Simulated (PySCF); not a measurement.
# C₄H₉AlBF (SMILES F/C=C/CB[CH2][AlH2]): what the fields show

The calculation's input:

```
{"job": {"kind": "uv", "xc": "PBE0", "basis": "def2-SVPD", "nstates": 8, "ntriplets": 3}, "charge": 0, "multiplicity": 1}
F     -1.400821     0.708957     2.183773
C     -1.494624     0.099442     0.974226
C     -1.008497     0.690563    -0.113494
C     -0.875491     0.009932    -1.418679
B      0.541600    -0.770385    -1.381046
C      1.623231    -0.249537    -0.436338
Al     0.952060     0.013120     1.490442
H     -2.034382    -0.833513     1.026583
H     -0.586548     1.684513    -0.003272
H     -0.905756     0.728510    -2.237736
H     -1.688806    -0.700468    -1.569023
H      0.637289    -1.761935    -1.999878
H      2.598975    -0.732627    -0.526065
H      1.781624     0.840793    -0.526231
H      0.653065    -1.153388     2.462173
H      1.199483     1.434969     2.063156
```

Run with:

```sh
OMP_NUM_THREADS=1 python probes_run.py task.json out
```

Geometry: GFN2-xTB.

Theory: PySCF 2.14.0, PBE0/def2-SVPD, SCF density, gas phase.

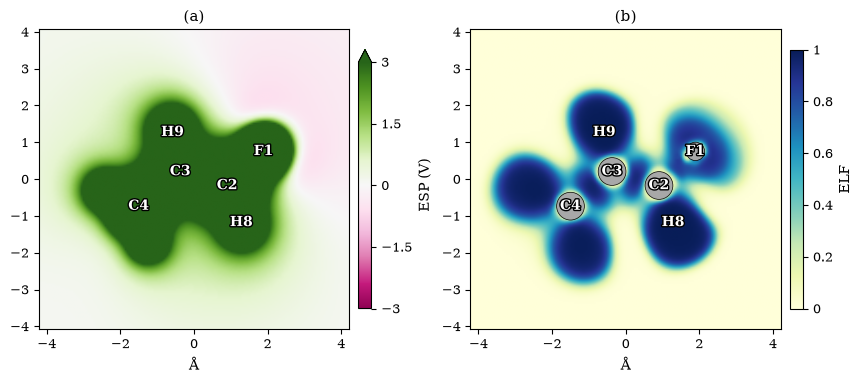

Figure 1. (a) electrostatic potential; (b) electron localisation function on the plane of atoms C2, C3 and H9. Grey discs cover the atomic cores in the ELF map.

Question: Describe what can be read from this map.

Answer: The plane passes through F, C and H nuclei. C–C (1.33 Å): the ELF peaks at about 0.95 between the atoms; a short, multiple covalent bond. C–F (1.36 Å): the ELF peaks at about 0.85 between the atoms (a shared but strongly polarised pair). C–H (1.08 Å): the ELF climbs to about 1 towards the hydrogen, as it does in any bond to H: a covalent bond by its length. C–C (1.48 Å): the ELF peaks at about 0.95 between the atoms: localised, covalent bonding. The ELF also peaks beside F1, away from the bonds: lone-pair regions. Outside the dense part of the molecule the potential is most negative (−0.6 V) near F1.

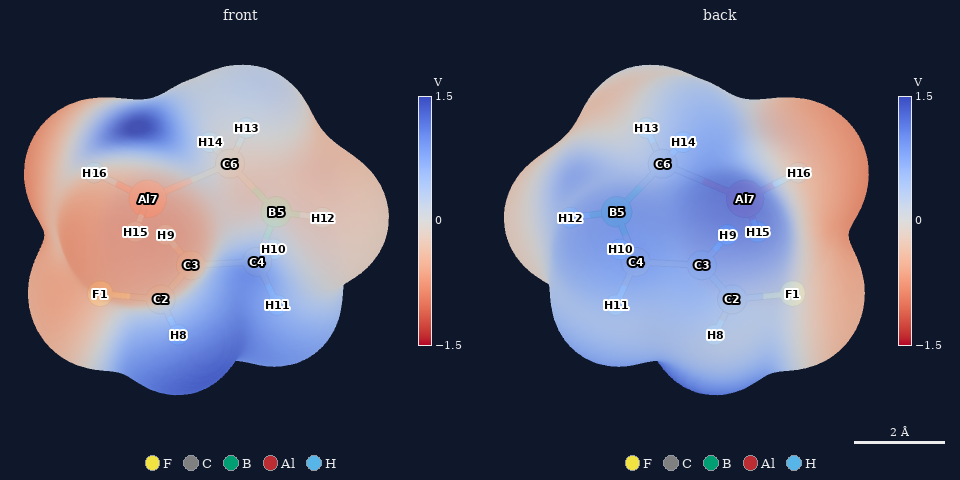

Figure 2. The molecular electrostatic potential painted on the density surface at 0.001 e/bohr³, seen from the front and from behind; the colour scale runs from red (negative) to blue (positive).

Question: Describe the electrostatic potential map.

Answer: The most negative region (about −0.8 V) lies over H16, the most positive (about +1.4 V) over Al7.
